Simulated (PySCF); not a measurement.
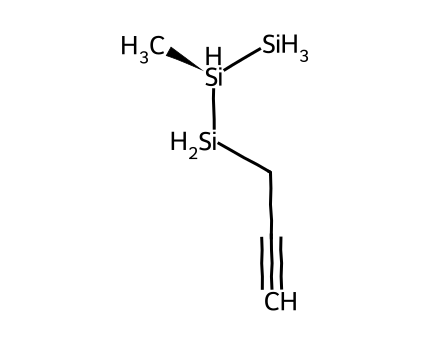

The geometry was computed by an optimisation with GFN2-xTB. No frequency run is at hand to confirm it as a minimum. Properties computed with CAM-B3LYP/def2-SVPD, gas phase (PySCF 2.14.0). Excitations: vertical, linear response.

Computed properties:

The species is C4H12Si3 (`C#CC[SiH2][Si@@H](C)[SiH3]`).
- dipole moment: 1.06 D
- HOMO energy (Kohn–Sham orbital): −8.79 eV
- LUMO energy (Kohn–Sham orbital): 0.59 eV
- HOMO–LUMO gap: 9.38 eV
- mean static polarisability: 129.9 bohr³
- lowest vertical singlet excitation: 6.45 eV
- its oscillator strength: 0.000
- brightest of the 8 lowest singlets: 6.89 eV
- its oscillator strength: 0.13

The geometry is semi-empirical. Around Si such bond lengths and angles can be off by a tenth of an ångström or more and by several degrees, and values that hang on the shape move with them.
